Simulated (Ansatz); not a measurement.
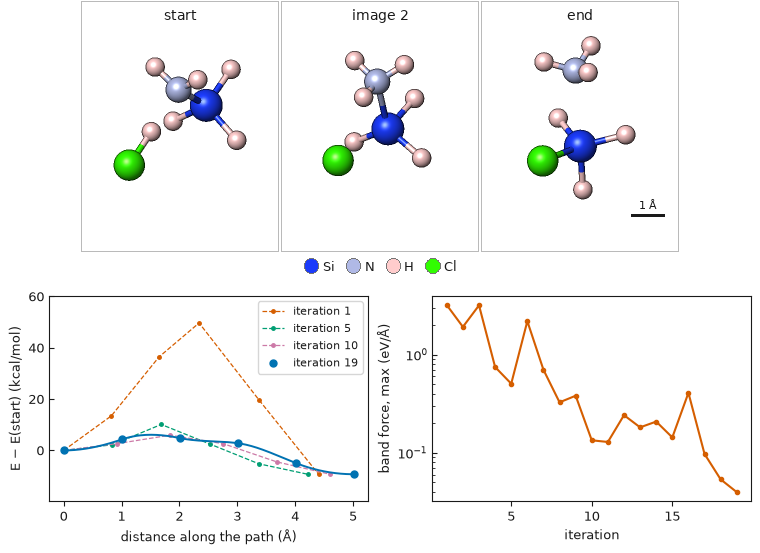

A nudged-elastic-band calculation for SiNH₆Cl. Images are numbered from 0 (start) to 5 (end). The plot follows the band through its iterations. A ball-and-stick model, seen from a free direction.

Level of theory: Ansatz 0.2.0, RKS PBE0/6-31G*. Run with 4 movable images; no climbing image; force threshold 0.05 eV/Å; iteration limit 60; starting path through a guess of the saddle point.

**How did the profile develop, and is the result final?**

The run is converged, with reservations. The band converged in 19 iterations. The largest component of the band force went from 3.2 to 0.04 eV/Å. No image climbed, so the highest image needn't lie on the saddle point, and the true maximum along this path can be higher. The first iteration put the highest image at 49.7 kcal/mol. The highest point, image 2, lies 4.8 kcal/mol above the start and 14.1 kcal/mol above the end; the end is at −9.3 kcal/mol relative to the start.

The run took 3.4 min on 1 thread of Arm Neoverse V1, on a shared host, peak memory 0.13 GiB.
